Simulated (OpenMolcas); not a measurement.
# One shape, several levels: doublet SiNH4ClO+

We compute a comparison of 5 runs (UHF/3-21G, UHF/6-31G*, UB3LYP/6-31G*, UM06-L/6-31G*, UTPSS/6-31G*) of doublet SiNH4ClO+. 

The results are computed with OpenMolcas 26.06.

1 further run of the same task is left out (set aside as unsound or not needed).

## (1) The molecule

The species is SiNH4ClO+ (8 atoms), meant as a doublet with charge +1. SMILES of the parent species: `N[SiH](O)Cl`. Geometry: relaxed at PBE0-D4/def2-TZVP. This is one conformer, not always the lowest. That shape belongs to the parent species and isn't relaxed for this state.

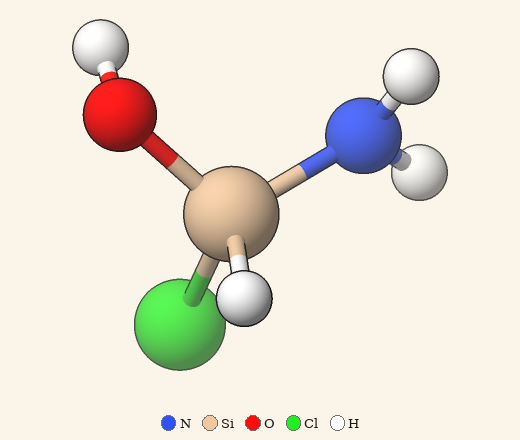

Viewed from a chosen angle; nitrogen blue, silicon light orange, oxygen red, chlorine green, hydrogen white.

## (2) A single-point energy at UHF/3-21G (run 1)

Contents of job.inp:

```
>>> EXPORT MOLCAS_PRINT=2
&gateway
baslib=$CurrDir
coord
8
angstrom
N       -0.749800       0.885600      -0.289000
Si       0.524400      -0.226200      -0.115300
O        0.551300      -0.861300       1.386900
Cl       0.173100      -1.641600      -1.566900
H       -1.217200       0.998000      -1.172700
H       -0.806900       1.712400       0.283000
H        1.896700       0.277200      -0.308600
H       -0.279500      -1.201200       1.726700
basis=3-21G
group=NoSym
&seward
&scf
uhf
charge=1
spin=2
thresholds=1e-10 1e-07 1e-07 1e-05
prorbitals=1 2
```

The basis set 3-21G is read from a file made from the Basis Set Exchange's data (not shown).

Run with:

```
$ export MOLCAS_MEM=1860
$ pymolcas job.inp > job.log
```

Output:

```text
--- Start Module: gateway ---
[...]
--- Stop Module: gateway /rc=_RC_ALL_IS_WELL_ ---
--- Start Module: seward ---
[...]
      Basis functions           52
--- Stop Module: seward /rc=_RC_ALL_IS_WELL_ ---
[...]
--- Start Module: scf ---
[...]
       Convergence after  22 Iterations
[...]
::    Total SCF energy                               -875.3873551007
[...]
      Total spin, S                                     0.5046078529
[...]
      Total electronic charge=   49.000000
      Total            charge=    1.000000
[...]
      Dipole Moment (debye):
      Origin of the operator (angstrom)=    0.1921   -0.6528   -0.4058
                   X= -4.6930E+00               Y=  8.4568E+00               Z=  1.5072E+00           Total=  9.7885E+00
      Center of Charge (angstrom)
[...]
--- Stop Module: scf /rc=_RC_ALL_IS_WELL_ ---
[...]
```

It took 5.1 s on 1 thread of AMD EPYC 7R43 (Zen 3), shared host; peak memory 0.38 GiB.

## (3) A single-point energy at UHF/6-31G(d) (spherical functions) (run 2)

Contents of test.input:

```
* ClH4NOSi Hartree-Fock
>>> EXPORT MOLCAS_PRINT=2
&GATEWAY
BasLib=$CurrDir
Coord
8
bohr
N     -1.41691665     1.67354146    -0.54613085
Si     0.99097238    -0.42745605    -0.21788542
O      1.04180601    -1.62762111     2.62086116
Cl     0.32711159    -3.10217441    -2.96101186
H     -2.30017464     1.88594667    -2.21608183
H     -1.52482001     3.23596702     0.53479249
H      3.58424354     0.52383208    -0.58316948
H     -0.52817845    -2.26993902     3.26299010
Basis=6-31Gs
Group=NoSym
&SEWARD
&SCF
UHF
Charge=1
Spin=2
Thresholds=1e-10 1e-07 1e-07 1e-05
PrOrbitals=1 2
```

The basis set 6-31G* is read from a file made from the Basis Set Exchange's data (not shown).

Run with:

```
$ export MOLCAS_MEM=1860
$ pymolcas test.input > test.log
```

Output:

```text
--- Start Module: gateway ---
[...]
--- Stop Module: gateway /rc=_RC_ALL_IS_WELL_ ---
--- Start Module: seward ---
[...]
      Basis functions           72
--- Stop Module: seward /rc=_RC_ALL_IS_WELL_ ---
[...]
--- Start Module: scf ---
[...]
       Convergence after  22 Iterations
[...]
::    Total SCF energy                               -879.8209562441
[...]
      Total spin, S                                     0.5048731181
[...]
      Total electronic charge=   49.000000
      Total            charge=    1.000000
[...]
      Dipole Moment (debye):
      Origin of the operator (angstrom)=    0.1921   -0.6528   -0.4058
                   X= -4.6223E+00               Y=  7.6956E+00               Z=  1.2144E+00           Total=  9.0589E+00
      Center of Charge (angstrom)
[...]
--- Stop Module: scf /rc=_RC_ALL_IS_WELL_ ---
[...]
```

It took 8.7 s on 1 thread of AMD EPYC 7R43 (Zen 3), shared host; peak memory 0.42 GiB.

Runs 3 to 4 aren't shown in full; the table further down has their settings and results.

## (4) A single-point energy at UTPSS/6-31G(d) (spherical functions) (run 5)

Contents of test.input:

```
&GATEWAY
  BASLIB=$CurrDir
  COORD
  8
  bohr
  N     -1.41691665     1.67354146    -0.54613085
  Si     0.99097238    -0.42745605    -0.21788542
  O      1.04180601    -1.62762111     2.62086116
  Cl     0.32711159    -3.10217441    -2.96101186
  H     -2.30017464     1.88594667    -2.21608183
  H     -1.52482001     3.23596702     0.53479249
  H      3.58424354     0.52383208    -0.58316948
  H     -0.52817845    -2.26993902     3.26299010
  BASIS=6-31Gs
  GROUP=NoSym

&SEWARD
  GRIDINPUT
  Grid=UltraFine
  End of Grid

&SCF
  UHF
  CHARGE=1
  SPIN=2
  KSDFT=2
  1.0 MGGA_X_TPSS
  1.0 MGGA_C_TPSS
  THRESHOLDS=1e-10 1e-07 1e-07 1e-05
  PRORBITALS=1 2
```

The basis set 6-31G* is read from a file made from the Basis Set Exchange's data (not shown).

Run with:

```
$ export MOLCAS_MEM=1860
$ pymolcas test.input > test.log
```

Output:

```text
--- Start Module: gateway ---
[...]
--- Stop Module: gateway /rc=_RC_ALL_IS_WELL_ ---
--- Start Module: seward ---
[...]
      Basis functions           72
--- Stop Module: seward /rc=_RC_ALL_IS_WELL_ ---
[...]
--- Start Module: scf ---
[...]
       Convergence after  29 Iterations
[...]
::    Total KS-DFT energy                            -881.8412579992
[...]
      Total spin, S                                     0.5020106512
[...]
      Total electronic charge=   49.000000
      Total            charge=    1.000000
[...]
      Dipole Moment (debye):
      Origin of the operator (angstrom)=    0.1921   -0.6528   -0.4058
                   X= -2.9548E+00               Y=  4.8881E+00               Z=  1.1428E+00           Total=  5.8250E+00
      Center of Charge (angstrom)
[...]
--- Stop Module: scf /rc=_RC_ALL_IS_WELL_ ---
[...]
```

Wall time 1.7 min (1 thread of AMD EPYC 7R43 (Zen 3), shared host); peak memory 0.42 GiB.

## (5) All runs side by side

```tsv
run	level	integration grid	energy (Eh)	HOMO energy (eV)	LUMO energy (eV)	⟨S²⟩	wall time
1	UHF/3-21G	–	-875.387355	-17.48	-7.52	0.759	5.1 s
2	UHF/6-31G* (spherical functions)	–	-879.820956	-17.34	-7.36	0.760	8.7 s
3	UB3LYP/6-31G* (spherical functions)	UltraFine	-881.808281	-14.16	-12.75	0.756	62 s
4	UM06-L/6-31G* (spherical functions)	UltraFine	-881.760655	-13.51	-13.26	0.755	72 s
5	UTPSS/6-31G* (spherical functions)	UltraFine	-881.841258	-13.36	-13.06	0.754	1.7 min
```

## (6) Summary of results

| quantity | value |
| --- | --- |
| run 5: total energy | -881.84126 Eh |
| run 5: HOMO energy (highest over α and β) | -13.36 eV |
| run 5: LUMO energy (lowest over α and β) | -13.06 eV |
| run 5: ⟨S²⟩ | 0.754 |

In words: Totals of different functionals can't be ranked against each other. All runs together took 4.1 min, the longest 1.7 min.
